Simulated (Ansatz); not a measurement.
**Ni3GeC (Pm-3m): Grüneisen parameters**

Does Ni3GeC (Pm-3m) expand much on heating, by its phonons?

Calculated with Ansatz 0.2.0; DFT PBEsol, scalar-relativistic, plane waves, PAW; PAW set soft_1.

### 1. The starting structure

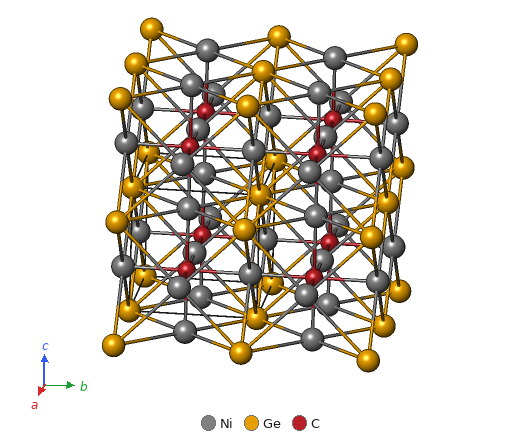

The starting structure, seen slightly off an axis (nickel grey, germanium orange, carbon red). 2×2×2 cells are drawn. Some periodic images of atoms are drawn too.

### 2. Phonons on a q mesh

The cell comes from relaxations at this level that are not shown. Stability and thermal properties need the whole zone. Linear response on a 2×2×2 q mesh gives force constants as far as a supercell of that size would.

File input.yaml:

```yaml
crystal:
  lattice:
    - [3.761644871, 0.0, 0.0]
    - [0.0, 3.761644871, 0.0]
    - [0.0, 0.0, 3.761644871]
  atoms:
    - { symbol: Ni, position: [0.0, 0.5, 0.5] }
    - { symbol: Ni, position: [0.5, 0.5, 0.0] }
    - { symbol: Ni, position: [0.5, 0.0, 0.5] }
    - { symbol: Ge, position: [0.0, 0.0, 0.0] }
    - { symbol: C, position: [0.5, 0.5, 0.5] }
kpoints:
  mp_grid: { grid: [12, 12, 12] }
hamiltonian:
  xc: pbesol
  pseudopotentials: { kind: paw, azcp: { folder: soft_1 }, xc_functional: pbe }
scf:
  occupations: { method: methfessel_paxton, width: 0.2 }
output:
  eigenvalues: true
phonons:
  method: dfpt
  qmesh: [2, 2, 2]
  temperatures: { t_max: 1000, t_step: 50 }
  qpath:
    path:
      - [[0.0, 0.0, 0.0], [0.0, 0.5, 0.0], [0.5, 0.5, 0.0], [0.0, 0.0, 0.0], [0.5, 0.5, 0.5], [0.0, 0.5, 0.0]]
      - [[0.5, 0.5, 0.5], [0.5, 0.5, 0.0]]
    npoints: 10
```

Command:

```bash
$ ansatz run input.yaml --threads 4 --pin off --max-ram 10240MiB --backend cpu --events-out ev --progress --plain --runs-dir out
```

Numbers of over 12 decimals in the logs are rounded to 6 here.

Log:

```text
Engine: ansatz 0.2.0, aarch64-unknown-linux-gnu
Pseudopotentials: kind: paw
Pseudopotential: Ni, paw, valence charge 18, recommended cutoff 420 eV (normal), soft_1/Ni.paw.azcp
Pseudopotential: Ge, paw, valence charge 14, recommended cutoff 420 eV (normal), soft_1/Ge.paw.azcp
Pseudopotential: C, paw, valence charge 4, recommended cutoff 420 eV (normal), soft_1/C.paw.azcp
Functional definition: PBEsol
  exchange = pbesol_x
  correlation = pbesol_c
Crystal: 5 atoms, lattice volume = 53.227 Å³
Basis set: ecut = 420 eV, 1021 PW (Γ), exchange–correlation on 54×54×54 points (8 copies of the dense FFT grid, shifted against one another)
Bands: 44, of which v1, the nominal top of the filled ones, is band 36 counted from 1 (35 counted from 0)
Symmetry: 48 space group operations
k-points: 84 of 1728
Non-local potential: Ni, projectors of the file, l = 0: 3, l = 1: 2, l = 2: 3, l = 3: 1
Non-local potential: Ge, projectors of the file, l = 0: 2, l = 1: 2, l = 2: 3, l = 3: 1
Non-local potential: C, projectors of the file, l = 0: 2, l = 1: 2, l = 2: 1
PAW form: soft (Blöchl's): semilocal exchange-correlation on the pseudo side does not see the compensation charge
PAW frozen core: Ni, regenerated for the run's functional, and the local potential with it (the file was generated under x = pbe(κ = 0.804, μ = 0.219515), c = pbe(β = 0.066725))
PAW frozen core: Ge, regenerated for the run's functional, and the local potential with it (the file was generated under x = pbe(κ = 0.804, μ = 0.219515), c = pbe(β = 0.066725))
PAW frozen core: C, regenerated for the run's functional, and the local potential with it (the file was generated under x = pbe(κ = 0.804, μ = 0.219515), c = pbe(β = 0.066725))
PAW one-centre angular grid: Ni, 590 points (default); XC on 64 Gauss nodes
PAW one-centre angular grid: Ge, 590 points (default); XC on 64 Gauss nodes
PAW one-centre angular grid: C, 110 points (default); XC on 64 Gauss nodes
Initial density: superposition of atomic densities (chi_scale 0.1, normalization cell, long waves kept (reshape's long-wave potential 0.00 eV rms))
Initial wavefunctions: pseudopotential atomic-orbital guess
Functional: x = pbesol(κ = 0.804, μ = 0.123457), c = pbesol(β = 0.046)
SCF iter   1: F=—  HF=-21916.867667 eV  |F-HF|=—  |Δ(HF+E_count)|=         —  Δρ=1.14e-1  dr2=8.55e0  ethr=3.10e-3  ⟨swp⟩=5.5  Hψ=11873  notcnv=0
preconditioner: auto → Kerker (q_TF=auto, 2.869 Å⁻¹)  [metal: Δε(μ)=0.026 eV  Ē_g=12.663 eV  σ=0.200 eV  W_gap=0.11  n_scr=18 (ndim 8)  ℏωp=35.3 eV  f_vac=0.000  D(μ)=1.97/eV (n_scr^D=18)]
SCF iter   2: F=—  HF=-21915.555924 eV  |F-HF|=—  |Δ(HF+E_count)|=    1.31e0  S|Δr|=    0.00e0  Δρ=4.53e-2  dr2=2.19e0  ethr=3.10e-3  ⟨swp⟩=2.9  Hψ=6390  notcnv=0  defer=145
SCF iter   3: F=—  HF=-21915.051452 eV  |F-HF|=—  |Δ(HF+E_count)|=   5.04e-1  S|Δr|=    0.00e0  Δρ=1.73e-2  dr2=4.37e-1  ethr=3.04e-3  ⟨swp⟩=2.0  Hψ=4483  notcnv=0  defer=144
SCF iter   4: F=—  HF=-21914.960180 eV  |F-HF|=—  |Δ(HF+E_count)|=   9.13e-2  S|Δr|=    0.00e0  Δρ=6.96e-3  dr2=1.89e-2  ethr=6.07e-4  ⟨swp⟩=2.0  Hψ=5196  notcnv=0  defer=143
SCF iter   5: F=—  HF=-21914.959253 eV  |F-HF|=—  |Δ(HF+E_count)|=   9.27e-4  S|Δr|=    0.00e0  Δρ=2.67e-3  dr2=3.47e-3  ethr=2.63e-5  ⟨swp⟩=2.1  Hψ=4719  notcnv=0  defer=143
SCF iter   6: F=—  HF=-21914.956195 eV  |F-HF|=—  |Δ(HF+E_count)|=   3.06e-3  S|Δr|=    0.00e0  Δρ=8.77e-4  dr2=1.71e-4  ethr=4.81e-6  ⟨swp⟩=2.0  Hψ=5615  notcnv=0  defer=143
SCF iter   7: F=—  HF=-21914.956330 eV  |F-HF|=—  |Δ(HF+E_count)|=   1.35e-4  S|Δr|=    0.00e0  Δρ=3.18e-4  dr2=3.85e-5  ethr=2.38e-7  ⟨swp⟩=2.0  Hψ=6598  notcnv=0  defer=143
SCF iter   8: F=—  HF=-21914.956355 eV  |F-HF|=—  |Δ(HF+E_count)|=   2.50e-5  S|Δr|=    0.00e0  Δρ=6.71e-5  dr2=2.08e-6  ethr=5.34e-8  ⟨swp⟩=2.2  Hψ=5214  notcnv=0  defer=143
SCF iter   9: F=—  HF=-21914.956347 eV  |F-HF|=—  |Δ(HF+E_count)|=   7.34e-6  S|Δr|=    0.00e0  Δρ=2.28e-5  dr2=2.32e-7  ethr=2.89e-9  ⟨swp⟩=2.0  Hψ=5607  notcnv=0  defer=143
SCF iter  10: F=—  HF=-21914.956347 eV  |F-HF|=—  |Δ(HF+E_count)|=   3.97e-8  S|Δr|=    0.00e0  Δρ=3.92e-6  dr2=8.41e-9  ethr=3.23e-10  ⟨swp⟩=2.2  Hψ=5053  notcnv=0  defer=143
SCF iter  11: F=—  HF=-21914.956347 eV  |F-HF|=—  |Δ(HF+E_count)|=   4.59e-9  S|Δr|=    0.00e0  Δρ=1.06e-6  dr2=4.00e-10  ethr=1.17e-11  ⟨swp⟩=2.0  Hψ=6283  notcnv=0  defer=143
SCF iter  12: F=—  HF=-21914.956347 eV  |F-HF|=—  |Δ(HF+E_count)|=  1.06e-10  S|Δr|=    0.00e0  Δρ=3.41e-7  dr2=3.01e-11  ethr=1.00e-12  ⟨swp⟩=2.3  Hψ=5588  notcnv=0  defer=143
SCF iter  13: F=-21914.956347 eV  HF=-21914.956347 eV  |F-HF|=3.64e-12  |Δ(HF+E_count)|=    0.00e0  S|Δr|=    0.00e0  Δρ=6.36e-8  dr2=1.00e-12  ethr=1.00e-12  ⟨swp⟩=11.5  Hψ=19701  notcnv=0
SCF 1 converged in 13 iterations: F = -21914.956347 eV  dr2 = 1.00e-12
  greatest PAW one-centre occupation: 1.001 electrons in one spin orbital (limit 2), on the Ni atom at site 2 (counted from 0), in its partial waves of l = 1
Initial density: read from a saved state, or passed on in memory by an earlier SCF of this step, an earlier step, the calling program or the single point that the run made first
iter 1 solved again at ethr=4.83e-8 eV; its pass at ethr=3.10e-3 eV (dr2=3.48e-5 eV) is discarded
SCF iter   1: F=—  HF=-21914.956354 eV  |F-HF|=—  |Δ(HF+E_count)|=         —  Δρ=5.06e-7  dr2=6.98e-11  ethr=4.83e-8  ⟨swp⟩=3.2  Hψ=22848  notcnv=0
eigensolver tolerance schedule: the retry pair's looser diagonalisation over-reported the residual by 498472.82 of it (diagonalisation noise at an unbounded share of the residual, at the tolerance the schedule requests for it); recorded, not acted on — ethr = c·dr2/N_el stays at c = 1.0e-1
preconditioner: auto → Kerker (q_TF=auto, 2.869 Å⁻¹)  [metal: Δε(μ)=0.021 eV  Ē_g=12.874 eV  σ=0.200 eV  W_gap=0.09  n_scr=18 (ndim 8)  ℏωp=35.3 eV  f_vac=0.000  D(μ)=4.02/eV (n_scr^D=32)]
SCF iter   2: F=—  HF=-21914.956347 eV  |F-HF|=—  |Δ(HF+E_count)|=   6.45e-6  S|Δr|=    0.00e0  Δρ=3.53e-7  dr2=3.52e-11  ethr=1.00e-12  ⟨swp⟩=3.7  Hψ=10204  notcnv=0
SCF iter   3: F=—  HF=-21914.956347 eV  |F-HF|=—  |Δ(HF+E_count)|=  7.28e-12  S|Δr|=    0.00e0  Δρ=1.89e-7  dr2=1.05e-11  ethr=1.00e-12  ⟨swp⟩=1.0  Hψ=3696  notcnv=0
SCF iter   4: F=-21914.956347 eV  HF=-21914.956347 eV  |F-HF|=3.64e-12  |Δ(HF+E_count)|=  3.64e-12  S|Δr|=    0.00e0  Δρ=7.26e-8  dr2=1.72e-12  ethr=1.00e-12  ⟨swp⟩=4.1  Hψ=9688  notcnv=0
SCF 2 converged in 4 iterations: F = -21914.956347 eV  dr2 = 1.72e-12
  greatest PAW one-centre occupation: 1.001 electrons in one spin orbital (limit 2), on the Ni atom at site 0 (counted from 0), in its partial waves of l = 1
phonons: the bands overlap, so this run is a metal and interpolates without the dipole-dipole term. If the crystal is really an insulator or semiconductor, its LO-TO splitting is missing
NSCF: frozen V_eff on 84 k-points
WARN: eigensolver did not converge (k=0): 1 band(s) unlocked after 20 sweeps at ethr=1.15e-12 eV (storage-precision floor; scheduled 1.00e-12 eV) (lowest unlocked band 43, counted from 0; max residual 5.13e-6 eV among the unlocked bands, 5.13e-6 eV over every band; other slots of this pass that fall short are told together in one closing line; warning suppressed until the next SCF loop or pass starts)
WARN: eigensolver did not converge in 3 slots of this pass, the one above among them; of largest residual over every band (k=1): 1 band(s) unlocked (lowest unlocked band 43, counted from 0; max residual 5.34e-3 eV among the unlocked bands, 5.34e-3 eV over every band); of lowest unlocked band (k=0): band 43
NSCF: frozen V_eff on 343 k-points
DFPT response loops at q = (0, 0, 0) (fractional): preconditioner auto → Kerker (q_TF=auto, 2.869 Å⁻¹) (partly filled bands, converged f_vac=0.000); β = 1.00, the filter's whole step (`scf.mixing.beta` (0.50) is not read by the response loops under this deck's `scf.mixing.preconditioner`; to damp them name `kerker` or `kerker_dos`, under which they read `scf.mixing.beta`, and type it under 1.00, their step now; both keys bind the ground state too); Broyden in place of MSR1
NSCF: frozen V_eff on 686 k-points
DFPT response loops at q = (0, 0, -0.5) (fractional): mixed as the last ones told, above
NSCF: frozen V_eff on 686 k-points
DFPT response loops at q = (0, -0.5, -0.5) (fractional): mixed as the last ones told, above
NSCF: frozen V_eff on 686 k-points
DFPT response loops at q = (-0.5, -0.5, -0.5) (fractional): mixed as the last ones told, above
SCF converged after 13 iterations
Stability not checked: this state was not tested for a lower state beside it, because cold or Methfessel-Paxton smearing, or corrected tetrahedra, fill the levels in a way that the test cannot read (fill_not_monotonic; see scf.lower_state_search)
Free energy (F): -21914.956347 eV
Harris-Foulkes:  -21914.956347 eV  (|F-HF|=3.64e-12)
Internal energy: -21914.951856 eV  (E = F + TS)
E sigma→0 (E₀):  -21914.955224 eV
Entropy (-TS):   -0.004491 eV (-0.898 meV/atom)
Fermi energy:    16.804161 eV
--- Per-component energies (eV) ---
  E_band       = -953.900227
  E_kinetic    = 1205.801852
  E_local      = -10784.648979  (includes V_loc(G=0)·N_el)
  E_nonlocal   = -100.557124
  E_hartree    = 5691.738882
  E_xc         = -456.325191
  E_vxc        = -561.811520  (∫ρ·V_xc dr)
  E_paw        = -6938.143766  (= ΣΔE_a)
  E_vpaw       = -2096.164535  (= ΣTr[D̂ρ^β])
  E_aug_tail   = 0.002382  (compensation charges beyond the density's cutoff)
  E_ewald      = -10534.350818
  E_core_change = 1.530906  (= ΣΔE_core)
  E_smearing   = -0.004491  (= −TS)
  E_closure    = -0.000000  (closes the sum)
  Σ components = -21914.956347   (vs F -21914.956347, Δ=0.00e0)
--- Band table (eV; the first three rows and the last of 84) ---
  k-point 0: bands = [... 32 lower, 15.8330, 15.8330, 15.8330, 16.0839, 17.4463, 18.2762, 18.2762, 18.2762, ... 4 higher]
  k-point 1: bands = [... 32 lower, 15.8331, 15.8683, 15.8683, 16.0579, 17.3047, 18.3540, 18.3540, 18.4616, ... 4 higher]
  k-point 2: bands = [... 32 lower, 15.8333, 15.9807, 15.9886, 15.9886, 17.1997, 18.5548, 18.5548, 18.7106, ... 4 higher]
  k-point 83: bands = [... 32 lower, 15.3807, 15.8734, 15.8734, 15.8734, 16.4276, 17.7892, 17.7892, 17.7892, ... 4 higher]
--- Phonons (Γ-DFPT): 4 representative perturbations + reference (Σ response iterations 14) ---
  ASR residual: 4.504e-5 → 0.000e0 eV/Å²; symmetrization residual: 3.370e-6 eV/Å²
  ASR residual per site (eV/Å²): 4.50e-5 4.50e-5 4.50e-5 7.74e-6 8.81e-6
  Γ frequencies (cm⁻¹): -92.66 -92.66 -92.66 0.00 0.00 0.00 96.15 96.15 96.15 123.55 123.55 123.55 601.15 601.15 601.15
--- Phonons (arbitrary-q DFPT): 4 irreducible q on the 2×2×2 mesh ---
  q = [0.0000, 0.0000, 0.0000] (star 1, of the zone-centre solve; hermiticity 3.93e-7, symmetrization 3.73e-12): -92.66 -92.66 -92.66 -0.00 -0.00 0.00 96.15 96.15 96.15 123.55 123.55 123.55 601.15 601.15 601.15
  q = [0.0000, 0.0000, -0.5000] (star 3, 9 solved perturbations in 2646 linear systems a pass and spin channel, the states on 343 of 1728 k-point pairs; hermiticity 3.29e-7, symmetrization 1.23e-12): -129.74 -76.03 -66.56 -66.56 -61.15 -61.15 113.24 113.24 142.56 142.56 152.79 274.39 608.47 608.47 698.62
  q = [0.0000, -0.5000, -0.5000] (star 3, 9 solved perturbations in 2646 linear systems a pass and spin channel, the states on 343 of 1728 k-point pairs; hermiticity 3.20e-7, symmetrization 3.17e-13): -114.86 -106.63 -106.63 -98.91 -98.91 -68.65 114.98 129.31 132.11 132.11 231.42 295.61 620.72 722.58 722.58
  q = [-0.5000, -0.5000, -0.5000] (star 1, 4 solved perturbations in 931 linear systems a pass and spin channel, the states on 343 of 1728 k-point pairs; hermiticity 4.59e-7, symmetrization 4.95e-12): -70.17 -70.17 -70.17 48.08 48.08 48.08 129.68 129.68 129.68 237.12 237.12 357.90 720.74 720.74 720.74
  sum rule: each row above includes the acoustic sum rule's correction from the zone centre's row sums; it moved no ω² by more than (0.46 cm⁻¹)²
  mesh force constants: q→R imaginary residual 5.43e-18; ASR residual 4.504e-5 → 0.000e0 eV/Å²; symmetrization residual 1.776e-14 eV/Å²
  interpolated dispersion: 62 rows × 15 modes
  density of states and harmonic sums: on the 16×16×16 q-mesh, interpolated from the force constants of a 2×2×2 supercell (no non-analytic term)
  largest difference from the sums on the solved wave vectors: F 5.95e-2 eV, S 7.79e-5 and C_V 3.00e-5 eV/K
  zero-point energy: 0.185921 eV/cell   skipped modes (ω ≤ 0): 940, of them read as no rigid motion or as one in doubt: 937 (5.837e0 modes/cell left out, lowest -129.74 cm⁻¹)   left out of the sums: 3.89e-1 of the cell's modes: C_V's classical limit lies that fraction below 3 k_B per atom; for a crystal, a wire or a layer, F and S can be off by more, and a phonons.interpolated_qmesh denser along its periods is the remedy for the sampling
```

Wall time 11 min (4 threads of Arm Neoverse V2, shared host); peak memory 2.3 GiB.

In the SCF lines HF is the Harris–Foulkes energy and dr2 the Hartree energy of the density residual, in eV; the loop may stop once dr2 is under the threshold and the program's other checks hold. Hψ counts applications of the Hamiltonian.

This run has no spin polarisation, although Ni can carry a moment.

Numbers from this step:

```yaml
volume_per_atom: 10.65 Å³
gap_on_the_k_mesh: 0 eV
sum_rule_residual_before_enforcement: 4.50e-5 eV/Å²
lowest_frequency_on_the_path: -129.7 cm⁻¹
point_group: m-3m
highest_frequency_on_the_path_or_at_a_solved_wavevector: 722.6 cm⁻¹
highest_optical_mode_at_the_zone_centre_no_lo_to_term: 601.1 cm⁻¹
lowest_optical_zone_centre_mode: -92.66 cm⁻¹
lowest_mode_on_the_q_mesh_acoustic_modes_at_gamma_apart: -129.7 cm⁻¹
```

Frequencies (cm⁻¹) solved at each irreducible wavevector; negative means imaginary. Frequencies by wavevector, by row:

```
q in reciprocal lattice units  star  mode 1  mode 2  mode 3  mode 4  mode 13  mode 14  mode 15
                        0 0 0     1   -92.7   -92.7   -92.7       0    601.1    601.1    601.1
                     0 0 -0.5     3  -129.7     -76   -66.6   -66.6    608.5    608.5    698.6
                  0 -0.5 -0.5     3  -114.9  -106.6  -106.6   -98.9    620.7    722.6    722.6
               -0.5 -0.5 -0.5     1   -70.2   -70.2   -70.2    48.1    720.7    720.7    720.7
```

Symmetry leaves 4 wavevectors to solve. The lowest mode among them, the acoustic zeros apart, lies at q = (0, 0, -0.5) and is imaginary, 129.7i cm⁻¹, so the energy falls along it.

### 3. Relaxing at another volume, volume ratio 0.97

The volume is scaled by 0.97 and held; symmetry leaves nothing to relax, so this is a single point. The modes can then be followed against volume.

input.yaml, the sections that differ from step 2:

```yaml
crystal:
  lattice:
    - [3.7236458601, 0.0, 0.0]
    - [0.0, 3.7236458601, 0.0]
    - [0.0, 0.0, 3.7236458601]
  atoms:
    - { symbol: Ni, position: [0.0, 0.5, 0.5] }
    - { symbol: Ni, position: [0.5, 0.5, 0.0] }
    - { symbol: Ni, position: [0.5, 0.0, 0.5] }
    - { symbol: Ge, position: [0.0, 0.0, 0.0] }
    - { symbol: C, position: [0.5, 0.5, 0.5] }
output:
  forces: true
  stress: true
  eigenvalues: true
# kpoints, hamiltonian, scf: as in step 2
# phonons: removed
```

Log:

```text
[...]
Crystal: 5 atoms, lattice volume = 51.630 Å³
Basis set: ecut = 420 eV, 1021 PW (Γ), exchange–correlation on 50×50×50 points (8 copies of the dense FFT grid, shifted against one another)
Bands: 44, of which v1, the nominal top of the filled ones, is band 36 counted from 1 (35 counted from 0)
Symmetry: 48 space group operations
[...]
k-points: 84 of 1728
[...]
k-point 0: bands = [... 32 lower, 16.4729, 16.4729, 16.4729, 16.7221, 18.2441, 18.9480, 18.9480, 18.9480, ... 4 higher]
  k-point 1: bands = [... 32 lower, 16.4729, 16.5093, 16.5093, 16.6947, 18.0715, 19.0298, 19.0298, 19.1755, ... 4 higher]
  k-point 2: bands = [... 32 lower, 16.4731, 16.6133, 16.6334, 16.6334, 17.9512, 19.2407, 19.2407, 19.4626, ... 4 higher]
  k-point 83: bands = [... 32 lower, 15.9841, 16.5073, 16.5073, 16.5073, 17.1410, 18.5131, 18.5131, 18.5131, ... 4 higher]
[key lines of the parts left out:]
SCF converged after 10 iterations
Free energy (F): -21914.923589 eV
Fermi energy:    17.509088 eV
P = ⅓ Tr σ = 6.7663 GPa (67.663 kbar)
```

Elapsed: 3.5 s, on 4 threads; peak memory 0.46 GiB; 13 s of CPU time.

This step gave:

```
pressure        : 6.766 GPa
volume per atom : 10.33 Å³
```

The run ends at a pressure of 6.77 GPa.

### 4. Phonons at the other volume, volume ratio 0.97

The phonons are repeated at this volume on the same k and q meshes.

input.yaml: that of step 3 with these lines changed.

```diff
@@ -19,4 +19,11 @@
 output:
-  forces: true
-  stress: true
   eigenvalues: true
+phonons:
+  method: dfpt
+  qmesh: [2, 2, 2]
+  temperatures: { t_max: 1000, t_step: 50 }
+  qpath:
+    path:
+      - [[0.0, 0.0, 0.0], [0.0, 0.5, 0.0], [0.5, 0.5, 0.0], [0.0, 0.0, 0.0], [0.5, 0.5, 0.5], [0.0, 0.5, 0.0]]
+      - [[0.5, 0.5, 0.5], [0.5, 0.5, 0.0]]
+    npoints: 10
```

Log:

```text
[...]
Crystal: 5 atoms, lattice volume = 51.630 Å³
Basis set: ecut = 420 eV, 1021 PW (Γ), exchange–correlation on 50×50×50 points (8 copies of the dense FFT grid, shifted against one another)
Bands: 44, of which v1, the nominal top of the filled ones, is band 36 counted from 1 (35 counted from 0)
Symmetry: 48 space group operations
k-points: 84 of 1728
[...]
SCF iter   1: F=—  HF=-21916.824729 eV  |F-HF|=—  |Δ(HF+E_count)|=         —  Δρ=1.12e-1  dr2=8.23e0  ethr=3.10e-3  ⟨swp⟩=5.5  Hψ=11927  notcnv=0
[...]
SCF iter  13: F=-21914.923589 eV  HF=-21914.923589 eV  |F-HF|=0.00e0  |Δ(HF+E_count)|=  1.09e-11  S|Δr|=    0.00e0  Δρ=6.22e-8  dr2=1.49e-12  ethr=1.00e-12  ⟨swp⟩=11.6  Hψ=20509  notcnv=0
SCF 1 converged in 13 iterations: F = -21914.923589 eV  dr2 = 1.49e-12
[...]
SCF iter   4: F=-21914.923589 eV  HF=-21914.923589 eV  |F-HF|=3.64e-12  |Δ(HF+E_count)|=    0.00e0  S|Δr|=    0.00e0  Δρ=9.37e-8  dr2=2.41e-12  ethr=1.00e-12  ⟨swp⟩=4.0  Hψ=11176  notcnv=0
SCF 2 converged in 4 iterations: F = -21914.923589 eV  dr2 = 2.41e-12
[...]
NSCF: frozen V_eff on 84 k-points
[...]
SCF converged after 13 iterations
[...]
Free energy (F): -21914.923589 eV
[...]
Internal energy: -21914.919555 eV  (E = F + TS)
E sigma→0 (E₀):  -21914.922581 eV
Entropy (-TS):   -0.004034 eV (-0.807 meV/atom)
Fermi energy:    17.509099 eV
[...]
--- Band table (eV; the first three rows and the last of 84) ---
  k-point 0: bands = [... 32 lower, 16.4729, 16.4729, 16.4729, 16.7221, 18.2442, 18.9480, 18.9480, 18.9480, ... 4 higher]
  k-point 1: bands = [... 32 lower, 16.4729, 16.5093, 16.5093, 16.6947, 18.0715, 19.0298, 19.0298, 19.1755, ... 4 higher]
  k-point 2: bands = [... 32 lower, 16.4731, 16.6133, 16.6334, 16.6334, 17.9512, 19.2407, 19.2407, 19.4626, ... 4 higher]
  k-point 83: bands = [... 32 lower, 15.9841, 16.5073, 16.5073, 16.5073, 17.1410, 18.5132, 18.5132, 18.5132, ... 4 higher]
[...]
ASR residual: 2.225e-5 → 0.000e0 eV/Å²; symmetrization residual: 3.339e-6 eV/Å²
  ASR residual per site (eV/Å²): 2.22e-5 2.22e-5 2.22e-5 7.29e-6 3.41e-6
[...]
--- Phonons (arbitrary-q DFPT): 4 irreducible q on the 2×2×2 mesh ---
[...]
interpolated dispersion: 62 rows × 15 modes
[...]
```

Elapsed: 10 min, on 4 threads; peak memory 2.3 GiB; 40 min of CPU time.

This step gave:

- sum-rule residual before enforcement: 2.22e-5 eV/Å²
- lowest frequency on the path: -126.2 cm⁻¹
- highest frequency on the path or at a solved wavevector: 756.7 cm⁻¹
- highest optical mode at the zone centre (no LO-TO term): 641.8 cm⁻¹
- lowest optical zone-centre mode: -93.55 cm⁻¹
- lowest mode on the q mesh (acoustic modes at Γ apart): -126.2 cm⁻¹

Frequencies (cm⁻¹) solved at each irreducible wavevector; negative means imaginary. Frequencies by wavevector, by row:

```
q in reciprocal lattice units  star  mode 1  mode 2  mode 3  mode 4  mode 13  mode 14  mode 15
                        0 0 0     1   -93.5   -93.5   -93.5       0    641.8    641.8    641.8
                     0 0 -0.5     3  -126.2   -76.9   -62.2   -62.2    648.4    648.4    733.8
                  0 -0.5 -0.5     3  -121.2  -105.1  -105.1   -96.6    660.2    756.7    756.7
               -0.5 -0.5 -0.5     1   -76.3   -76.3   -76.3      59    754.5    754.5    754.5
```

The highest optical mode at the zone centre (no LO-TO term) is 641.8 cm⁻¹, +40.6 cm⁻¹ against the base run.

[end of part 1 of 2]

[Logs are printed without paths, hosts, clocks, repeated set-up lines and the standing remarks that a program may print on its own settings, such as how far it seeks lower states.]

[Hosts, paths, dates, database ids (printed as entryN), source tags and the programs' standing remarks are cut or masked in the printed files.]
